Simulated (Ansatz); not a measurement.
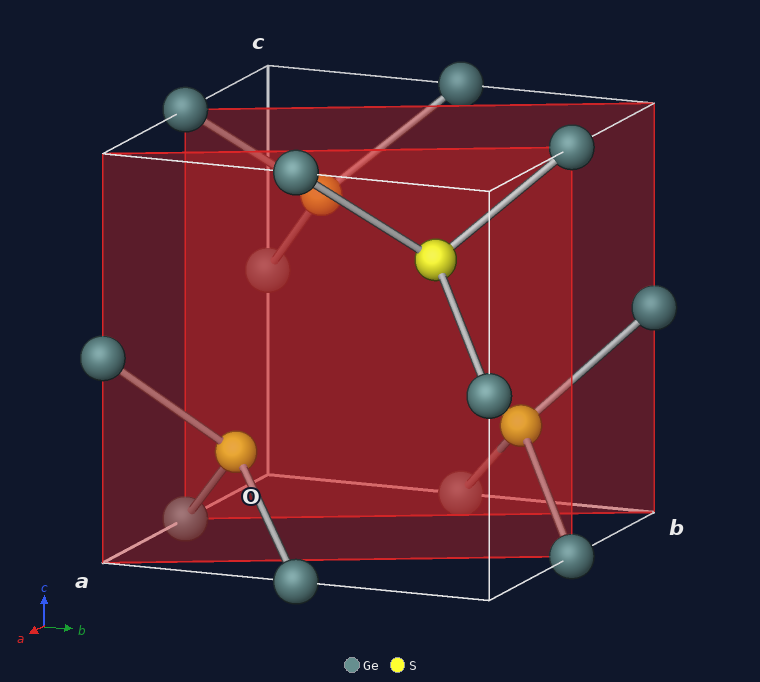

Every member of one family of equally spaced planes, hx + ky + lz = a whole number, that cuts the unit cell is shaded (one member passes through the origin O, touching the cell only at an edge or corner). Crystal: Ge₃S₄, the end point of a relaxation with DFT PBE, scalar-relativistic, plane waves, PAW in Ansatz 0.2.0; the starting structure was generated, so it need not be a known form of this composition. The drawing is computed from the coordinates (standard cell, symmetry found to 0.002 Å).

a = 5.790 Å, b = 5.790 Å, c = 5.790 Å, α = 90.00°, β = 90.00°, γ = 90.00°.

What are the Miller indices?

(2 1 0); the opposite sign names the same planes. The member next to the origin meets the axes a at 1/2, b at 1, c never.

What is the spacing?

d = 2.589 Å.

Which atoms of the cell lie in these planes (within 0.03 Å)?

2 of the 3 Ge.

The space group is No. 215, P-43m. How many reflections hkl are equivalent to this one (itself included), and does it occur?

24 reflections are equivalent in the Laue class m-3m. The space group allows the reflection.
